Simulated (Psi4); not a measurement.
# UPBE/def2-SVPD run of BGeH4 (SMILES [BH2][GeH2])

Aim: the vertical ionisation energy of BGeH4 at UPBE/def2-SVPD, from 2 runs. 

The calculation is run with Psi4 1.11.

2 further runs of the same task are left out: 2 set aside as unsound or not needed.

## (1) The molecule

BGeH4 has 6 atoms, charge 0, and is taken as a doublet. SMILES: `[BH2][GeH2]`. Geometry: a GFN2-xTB relaxation, a rough one for these elements and not checked as a minimum.

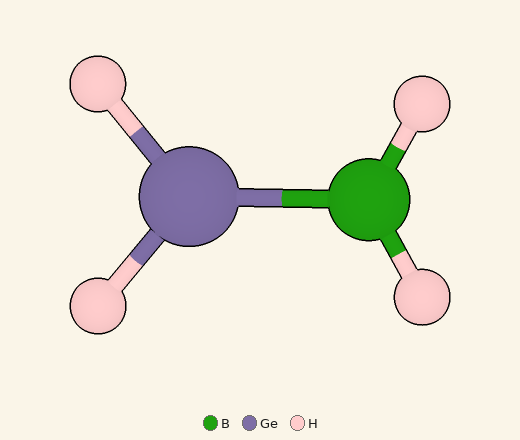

Viewed from a chosen angle; boron green, germanium purple, hydrogen pink.

## (2) Energy and gradient at UPBE/def2-SVPD

input.json reads:

```json
{
 "schema_name": "qcschema_input",
 "schema_version": 1,
 "molecule": {
  "schema_name": "qcschema_molecule",
  "schema_version": 2,
  "symbols": ["B", "Ge", "H", "H", "H", "H"],
  "geometry": [-0.02418849, -2.05898889, 0.23589451, 0.02405621, 1.54982109, -0.17083124, -1.46380075, -2.96806054, 1.64510108, 1.39936109, -3.29075018, -0.92165723, 1.6849932, 3.19832367, -1.86313768, -1.62042125, 3.56963596, 1.07463056],
  "molecular_charge": 0,
  "molecular_multiplicity": 2,
  "fix_symmetry": "c1",
  "fix_com": true,
  "fix_orientation": true
 },
 "driver": "gradient",
 "model": {
  "method": "pbe",
  "basis": "def2-SVPD"
 },
 "keywords": {
  "reference": "uks",
  "puream": true,
  "e_convergence": 1e-09,
  "d_convergence": 1e-08,
  "scf_type": "pk",
  "dft_radial_points": 99,
  "dft_spherical_points": 590,
  "maxiter": 200,
  "scf_properties": ["QUADRUPOLE", "LOWDIN_CHARGES", "MAYER_INDICES"]
 }
}
```

Command:

```
$ psi4 --qcschema input.json -n 1 --memory 1600MB
```

stdout:

```text
[...]
  Running in c1 symmetry.
[...]
  Nuclear repulsion =   86.055500773819489
[...]
  Multiplicity = 2
[...]
  Nalpha       = 21
  Nbeta        = 20
[...]
    Number of basis functions: 90
[...]
   @UKS iter   1: -2102.01490919879689   -1.74022e+00   2.76924e-02 DIIS/ADIIS
[...]
   @UKS iter  13: -2103.53057715361183   -9.09495e-13   4.60963e-09 DIIS
[...]
   @S^2 Observed:                7.524853775E-01
[...]
    Orbital Energies [Eh]
    ---------------------
    Alpha Occupied:
       1A   -397.032028     2A    -49.165003     3A    -43.794173
       4A    -43.791224     5A    -43.790300     6A     -6.523177
       7A     -5.983398     8A     -4.206989     9A     -4.198848
      10A     -4.196197    11A     -1.111010    12A     -1.107998
      13A     -1.106535    14A     -1.102952    15A     -1.101776
      16A     -0.527998    17A     -0.430770    18A     -0.331295
      19A     -0.291319    20A     -0.290651    21A     -0.205256
    Alpha Virtual:
      22A     -0.081202    23A     -0.013167    24A      0.002170
      25A      0.018746    26A      0.035082    27A      0.062331
[...]
  @UKS Final Energy: -2103.53057715361183
   => Energetics <=
    Nuclear Repulsion Energy =             86.0555007738194888
    One-Electron Energy =               -3099.9422453137085540
    Two-Electron Energy =                 994.5025273439784996
    DFT Exchange-Correlation Energy =     -84.1463599577013923
    Empirical Dispersion Energy =           0.0000000000000000
    VV10 Nonlocal Energy =                  0.0000000000000000
    Total Energy =                      -2103.5305771536118300
[...]
 Multipole Moments:
 ------------------------------------------------------------------------------------
     Multipole            Electronic (a.u.)      Nuclear  (a.u.)        Total (a.u.)
 ------------------------------------------------------------------------------------
 L = 1.  Multiply by 2.5417464519 to convert [e a0] to [Debye]
 Dipole X            :         -0.6431770            0.6489886            0.0058116
 Dipole Y            :        -39.4440990           39.8084793            0.3643804
 Dipole Z            :          4.3116365           -4.3521904           -0.0405539
 Magnitude           :                                                    0.3666762
 L = 2.  Multiply by 1.3450342976 to convert [e a0^2] to [Debye ang]
 Quadrupole XX       :        -29.2716033            9.5873351          -19.6842682
 Quadrupole XY       :         -0.7171063            0.7866106            0.0695043
[...]
  -Total Gradient:
     Atom            X                  Y                   Z
    ------   -----------------  -----------------  -----------------
       1       -0.000160660362     0.002483378085    -0.000450691552
       2       -0.000053952277    -0.019803665288     0.002488488189
       3        0.013041070477     0.007608931700    -0.012504987120
       4       -0.012783862866     0.010640216536     0.010564564758
       5       -0.007952981337     0.000510203461     0.007021586941
       6        0.007910434706    -0.001440929589    -0.007118699159
[...]
```

The result, in JSON:

```text
{
 "driver": "gradient",
 "model": {
  "method": "pbe",
  "basis": "def2-SVPD"
 },
 "success": true,
 "return_result": [-0.0001606603624028642, 0.0024833780846850936, -0.0004506915517029672, -5.395227727395067e-05, -0.019803665288443406, 0.0024884881892255723, 0.013041070476719818, 0.007608931699746704, -0.012504987119790367, -0.012783862865974466, 0.010640216536406386, 0.010564564757859274, -0.007952981336571435, 0.000510203460630923, 0.0070215869405095, 0.007910434705963088, -0.0014409295891083113, -0.007118699158924283],
 "properties": {
  "calcinfo_nbasis": 90,
  "calcinfo_nmo": 90,
  "calcinfo_nalpha": 21,
  "calcinfo_nbeta": 20,
  "calcinfo_natom": 6,
  "nuclear_repulsion_energy": 86.05550077381949,
  "return_energy": -2103.530577153612,
  "return_gradient": [-0.0001606603624028642, 0.0024833780846850936, -0.0004506915517029672, -5.395227727395067e-05, -0.019803665288443406, 0.0024884881892255723, 0.013041070476719818, 0.007608931699746704, -0.012504987119790367, -0.012783862865974466, 0.010640216536406386, 0.010564564757859274, -0.007952981336571435, 0.000510203460630923, 0.0070215869405095, 0.007910434705963088, -0.0014409295891083113, -0.007118699158924283],
  "scf_one_electron_energy": -3099.9422453137086,
  "scf_two_electron_energy": 994.5025273439785,
  "scf_xc_energy": -84.14635995770139,
  "scf_dipole_moment": [0.005811565260486651, 0.36438035910853017, -0.04055392050828477],
  "scf_total_energy": -2103.530577153612,
  "scf_total_gradient": [-0.0001606603624028642, 0.0024833780846850936, -0.0004506915517029672, -5.395227727395067e-05, -0.019803665288443406, 0.0024884881892255723, 0.013041070476719818, 0.007608931699746704, -0.012504987119790367, -0.012783862865974466, 0.010640216536406386, 0.010564564757859274, -0.007952981336571435, 0.000510203460630923, 0.0070215869405095, 0.007910434705963088, -0.0014409295891083113, -0.007118699158924283],
  "scf_iterations": 13
 }
}
```

It took 22 s on 1 thread of Intel Xeon 6975P-C (Granite Rapids), shared host; peak memory 0.74 GiB.

## (3) The singlet cation, same level

bgeh4.dat reads:

```
memory 1.6 GB

molecule molecule1 {
  1 1
  B
  Ge 1 1.92196
  H 1 1.16956 2 119.2583
  H 1 1.169428 3 121.62169 2 179.51016
  H 2 1.52823 1 129.82496 4 0.59533
  H 2 1.527768 5 100.43005 1 -179.06121
  symmetry c1
  no_reorient
  no_com
}

set {
  basis                def2-SVPD
  puream               true
  e_convergence        1e-09
  d_convergence        1e-08
  scf_type             pk
  dft_radial_points    99
  dft_spherical_points 590
}

e, wfn = gradient("pbe", return_wfn=True)
oeprop(wfn, "QUADRUPOLE", "MULLIKEN_CHARGES", "WIBERG_LOWDIN_INDICES", title="PBE")
```

Command:

```
$ psi4 bgeh4.dat bgeh4.out -n 1
```

bgeh4.out:

```text
[...]
  Running in c1 symmetry.
[...]
  Nuclear repulsion =   86.055499738315959
[...]
  Multiplicity = 1
[...]
  Nalpha       = 20
  Nbeta        = 20
[...]
    Number of basis functions: 90
[...]
   @RKS iter   1: -2101.92413809442542   -1.64945e+00   2.69042e-02 DIIS/ADIIS
[...]
   @RKS iter  11: -2103.21111831458484   -8.18545e-12   4.73580e-09 DIIS
[...]
    Orbital Energies [Eh]
    ---------------------
    Doubly Occupied:
       1A   -397.315120     2A    -49.447364     3A    -44.078345
       4A    -44.072436     5A    -44.071904     6A     -6.781434
       7A     -6.265465     8A     -4.495440     9A     -4.476848
      10A     -4.475722    11A     -1.396580    12A     -1.390897
      13A     -1.390833    14A     -1.379376    15A     -1.378381
      16A     -0.778925    17A     -0.661674    18A     -0.563529
      19A     -0.532560    20A     -0.519603
[...]
  @RKS Final Energy: -2103.21111831458484
   => Energetics <=
    Nuclear Repulsion Energy =             86.0554997383159588
    One-Electron Energy =               -3088.8370551520756635
    Two-Electron Energy =                 983.4771054846105471
    DFT Exchange-Correlation Energy =     -83.9066683854357649
    Empirical Dispersion Energy =           0.0000000000000000
    VV10 Nonlocal Energy =                  0.0000000000000000
    Total Energy =                      -2103.2111183145848372
[...]
  -Total Gradient:
     Atom            X                  Y                   Z
    ------   -----------------  -----------------  -----------------
       1        0.000791084521     0.000037854708     0.051571974107
       2       -0.000982715299     0.000010132656    -0.071307388882
       3       -0.000188103271    -0.015253555778     0.007221252590
       4       -0.000196014812     0.015313719919     0.007316068858
       5        0.000442036158     0.011154146654     0.002667499418
       6        0.000133653477    -0.011262317114     0.002529151658
[...]
 Multipole Moments:
 ------------------------------------------------------------------------------------
     Multipole            Electronic (a.u.)      Nuclear  (a.u.)        Total (a.u.)
 ------------------------------------------------------------------------------------
 L = 1.  Multiply by 2.5417464519 to convert [e a0] to [Debye]
 Dipole X            :         -0.0189651            0.0162956           -0.0026695
 Dipole Y            :         -0.0001389           -0.0003162           -0.0004550
 Dipole Z            :          2.4872114           -2.7971785           -0.3099672
 Magnitude           :                                                    0.3099790
 L = 2.  Multiply by 1.3450342976 to convert [e a0^2] to [Debye ang]
 Quadrupole XX       :        -13.8292877            0.0020237          -13.8272641
 Quadrupole XY       :         -0.1321622            0.1140639           -0.0180983
[...]
  Mulliken Charges: (a.u.)
   Center  Symbol    Alpha    Beta     Spin     Total
       1     B     2.92638  2.92638  0.00000 -0.85276
       2    GE    15.81360 15.81360  0.00000  0.37280
       3     H     0.23096  0.23096  0.00000  0.53808
       4     H     0.23153  0.23153  0.00000  0.53695
       5     H     0.39867  0.39867  0.00000  0.20267
       6     H     0.39887  0.39887  0.00000  0.20227
   Total alpha = 20.00000, Total beta = 20.00000, Total charge =  1.00000
  Wiberg Bond Indices using Orthogonal Lowdin Orbitals:
[...]
```

It took 15 s on 1 thread of Intel Xeon 6975P-C (Granite Rapids), shared host; peak memory 0.74 GiB.

## (4) Outcome

At UPBE/def2-SVPD:

| quantity | value |
| --- | --- |
| doublet BGeH4: total energy | -2103.53058 Eh |
| doublet BGeH4: dipole moment | 0.93 D |
| doublet BGeH4: HOMO energy (highest over α and β) | -5.59 eV |
| doublet BGeH4: LUMO energy (lowest over α and β) | -4.42 eV |
| doublet BGeH4: ⟨S²⟩ | 0.752 |
| doublet BGeH4: largest force on an atom | 1.026 eV/Å |
| singlet cation: total energy | -2103.21112 Eh |
| singlet cation: HOMO energy | -14.14 eV |
| singlet cation: LUMO energy | -11.77 eV |
| singlet cation: HOMO–LUMO gap | 2.37 eV |
| singlet cation: largest force on an atom | 3.667 eV/Å |
| vertical ionisation energy (to the singlet cation) | 8.693 eV |

Removing an electron at fixed nuclei costs 8.69 eV (839 kJ/mol). The largest force (doublet BGeH4) is 1.03 eV/Å: the shape isn't a stationary point for this species at this level. Only the singlet of the ionised species was computed; a triplet could lie lower. Mulliken charges (singlet cation) run from -0.85 on B1 to +0.54 on H3; in a basis this large or diffuse they mean little.
